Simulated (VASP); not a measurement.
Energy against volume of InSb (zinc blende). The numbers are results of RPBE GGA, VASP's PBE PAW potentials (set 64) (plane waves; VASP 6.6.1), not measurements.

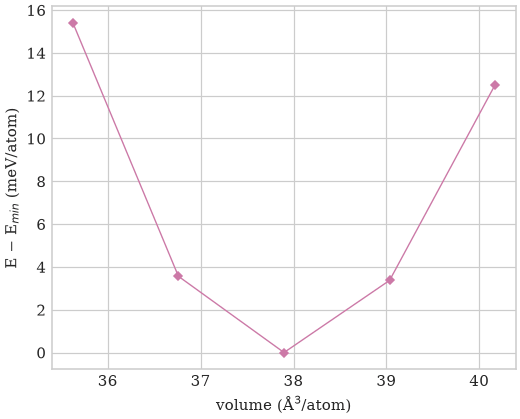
Fig. 1. Energy against volume

### Question
Estimate the equilibrium volume and the bulk modulus.

### Answer
The minimum lies near 37.9 Å³/atom, and the curvature gives B0 of about 33 GPa.

Measured: bulk modulus 46.1 GPa at 0 K (computed value off by -29.5 %), as given by Daniel Mejia-Rodriguez et al., Physical Review B (2018), arXiv:1807.09216 [0 K value with the zero-point phonon effect removed]; a 6.468 Å at 0 K (computed value off by +3.8 %), as given by Daniel Mejia-Rodriguez et al., Physical Review B (2018), arXiv:1807.09216 [static lattice: zero-point anharmonic expansion removed].

The compound is InSb in the zinc blende structure. It was relaxed first, which changed the volume by +11 %.
